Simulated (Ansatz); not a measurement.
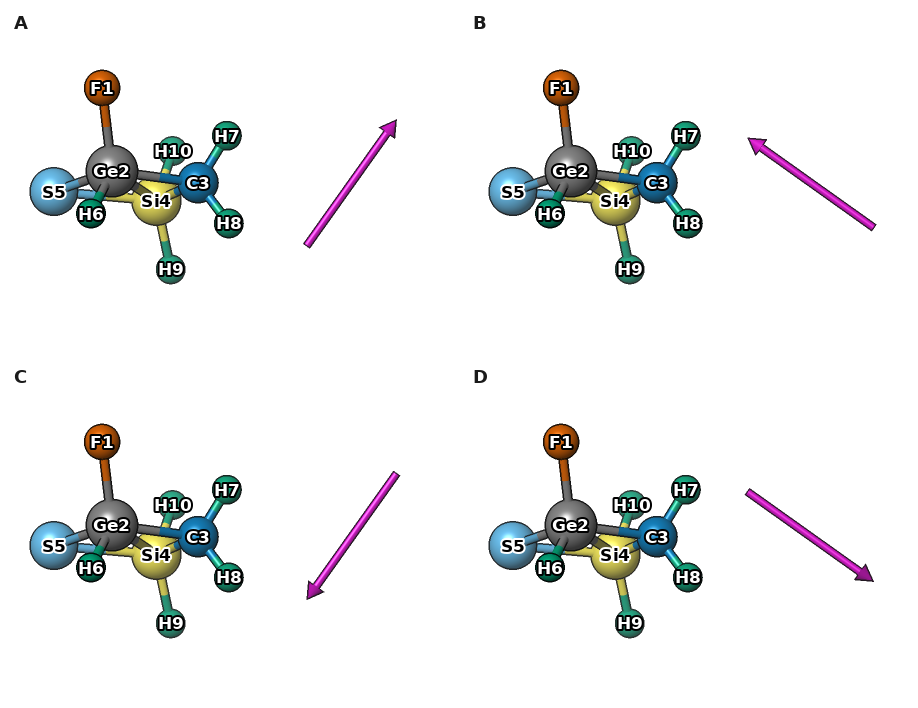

The same molecule four times, each with an arrow. The geometry was computed by an optimisation with PBE-D4/def2-SVP. No frequency run is at hand to confirm it as a minimum. Level of theory: RKS PBE-D4/def2-SVP (Ansatz 0.2.0).

Question: Which arrow points along the dipole moment, from the negative to the positive end?

Answer: D. The dipole moment is 2.78 D; it points from the side of F1 to the side of H8 (the outermost atoms at the two ends).
